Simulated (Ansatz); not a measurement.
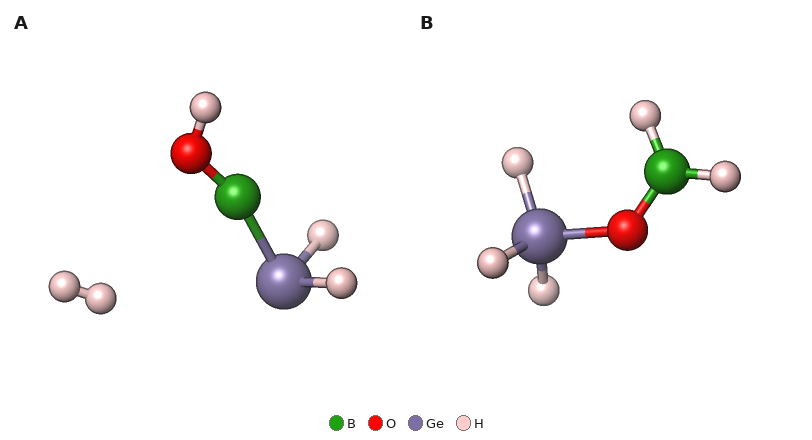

2 stationary structures of one formula. Geometries: PBE0-D4/def2-TZVP. Electronic energies: RHF-CCSD(T) (frozen core)/def2-TZVPP (Ansatz 0.2.0), without zero-point energy. No frequency run is at hand to confirm each as a minimum. Each is one conformer, not always the lowest.

> Which is lowest in energy, and by how much?

B is lowest (Cs); A lies 259.0 kJ/mol above it (Cs).

Give E(B) − E(A) in kJ/mol at these levels too: RHF-CCSD(T) (frozen core)/def2-TZVPP; ωB97M-V/def2-TZVPP; r2SCAN-D4/def2-TZVPP; B3LYP-D4/def2-TZVPP; PBE0-D4/def2-TZVPP; PBE0-D4/def2-TZVP; PBE-D4/def2-TZVPP.

| level | E(B) − E(A) (kJ/mol) |
| --- | --- |
| RHF-CCSD(T) (frozen core)/def2-TZVPP | −259.0 |
| ωB97M-V/def2-TZVPP | −253.4 |
| r2SCAN-D4/def2-TZVPP | −238.9 |
| B3LYP-D4/def2-TZVPP | −242.4 |
| PBE0-D4/def2-TZVPP | −244.8 |
| PBE0-D4/def2-TZVP | −248.1 |
| PBE-D4/def2-TZVPP | −217.3 |
